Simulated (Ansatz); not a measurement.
# BLYP/STO-3G run of InH3Cl− ([InClH3]-)

Aim: the energy change on altering one bond length of InH3Cl− ([InClH3]-) at BLYP/STO-3G, from 2 runs. 

The results are computed with Ansatz 0.2.0.

6 further runs of the same task are left out: 6 that didn't finish.

## Step 1: The molecule

The species is InH3Cl− (5 atoms), meant as a singlet with charge -1. SMILES: `[H][In-]([H])([H])[Cl]`. Geometry: a GFN2-xTB relaxation, a rough one for these elements and not checked as a minimum.

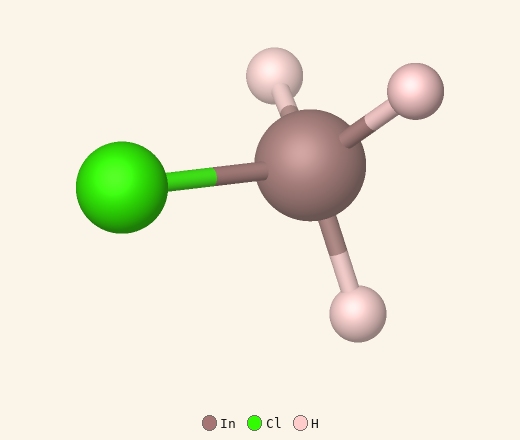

Viewed from a chosen angle; indium brown, chlorine green, hydrogen pink.

## Step 2: A single-point energy at BLYP/STO-3G

File molecule.yaml:

```yaml
crystal:
  periodic: [false, false, false]
  atoms:
    - {symbol: In, position_ang: [-0.002150, 0.000620, -0.175700]}
    - {symbol: Cl, position_ang: [0.012800, -0.020350, 2.163640]}
    - {symbol: H, position_ang: [1.620790, 0.013380, -0.670930]}
    - {symbol: H, position_ang: [-0.818090, 1.410990, -0.645940]}
    - {symbol: H, position_ang: [-0.813350, -1.404640, -0.671060]}
basis:
  gaussian: {orbitals: STO-3G}
total_charge: -1
hamiltonian: {xc: {name: BLYP}}
accuracy: high
```

Launch:

```
$ ansatz run molecule.yaml --threads 1 --pin off --max-ram 2610MiB --events-out events.jsonl --progress --plain --runs-dir runs
```

Output:

```text
Warning: RAYON_NUM_THREADS=1 ignored (pool sized by the plan → 1); use --threads N
Functional definition: BLYP
  name "BLYP"
  parameter beta = 0.0042
  parameter a = 0.04918
  parameter b = 0.132
  parameter c = 0.2533
  parameter d = 0.349
  exchange = b88_x(beta = beta)
  correlation = lyp_c(a = a, b = b, c = c, d = d)
718 factors; integrals over basis functions are off by at most 4.0e-9 eV
mean field evaluation 1: about -167119.8516 eV, gradient 2.8e1 eV
mean field evaluation 2: about -167121.3274 eV, gradient 1.8e1 eV
mean field evaluation 4: about -167122.8776 eV, gradient 1.8e-1 eV
mean field evaluation 8: about -167122.8111 eV, gradient 2.3e-3 eV
mean field evaluation 16: about -167122.8111 eV, gradient 3.0e-8 eV
mean field -167122.81105209 eV, -6141.6500262543 hartree, gradient 3.0e-8 eV, S^2 0.000000; 0 other end points of the search recorded, 0 dependent functions left out
reference -167122.81109161 eV, -6141.6500277069 hartree; 35, 35 occupied and 4, 4 virtual orbitals, 718 factors
Total energy: -167122.81109161 eV, -6141.6500277069 hartree
```

It took 2.2 s on 1 thread of Arm Neoverse V1, shared host; peak memory 0.11 GiB.

## Step 3: The distorted shape

File molecule.yaml:

```yaml
crystal:
  periodic: [false, false, false]
  atoms:
    - {symbol: In, position_ang: [-0.005888, 0.005863, -0.760583]}
    - {symbol: Cl, position_ang: [0.012800, -0.020350, 2.163640]}
    - {symbol: H, position_ang: [1.617052, 0.018623, -1.255813]}
    - {symbol: H, position_ang: [-0.821828, 1.416233, -1.230823]}
    - {symbol: H, position_ang: [-0.817088, -1.399397, -1.255943]}
basis:
  gaussian:
    orbitals: STO-3G
total_charge: -1
hamiltonian:
  xc: {name: BLYP}
accuracy: high
```

Launch:

```
$ ansatz run molecule.yaml --threads 1 --pin off --max-ram 2610MiB --events-out events.jsonl --progress --plain --runs-dir runs
```

Output (excerpt; [...] marks lines left out):

```text
Warning: RAYON_NUM_THREADS=1 ignored (pool sized by the plan → 1); use --threads N
[... 9 set-up lines as earlier in the session ...]
706 factors; integrals over basis functions are off by at most 5.2e-9 eV
mean field evaluation 1: about -167119.4033 eV, gradient 2.7e1 eV
mean field evaluation 2: about -167119.9462 eV, gradient 2.1e1 eV
mean field evaluation 4: about -167122.2096 eV, gradient 9.0e-1 eV
mean field evaluation 8: about -167122.1391 eV, gradient 2.3e-3 eV
mean field evaluation 16: about -167122.1391 eV, gradient 6.3e-8 eV
mean field -167122.13911992 eV, -6141.6253332025 hartree, gradient 6.3e-8 eV, S^2 0.000000; 0 other end points of the search recorded, 0 dependent functions left out
reference -167122.13916130 eV, -6141.6253347233 hartree; 35, 35 occupied and 4, 4 virtual orbitals, 706 factors
Total energy: -167122.13916130 eV, -6141.6253347233 hartree
```

Run time: 2.2 s. Hardware: 1 thread of Arm Neoverse V1, shared host; peak memory 0.11 GiB.

## Step 4: Outcome

At BLYP/STO-3G:

| quantity | value |
| --- | --- |
| first shape: total energy | -6141.65003 Eh |
| distorted shape: total energy | -6141.62533 Eh |
| energy change with the In1–Cl2 bond stretched from 2.339 to 2.924 Å | 0.672 eV |

What this shows: With the In1–Cl2 bond stretched from 2.339 to 2.924 Å the energy rises by 0.67 eV (15.5 kcal/mol). The first shape isn't relaxed at this level, so the change isn't measured from a minimum. The minimal basis adds a large error of its own. Relativity is left out (first shape) although the molecule holds a heavy atom. Relativity is left out (distorted shape) although the molecule holds a heavy atom.
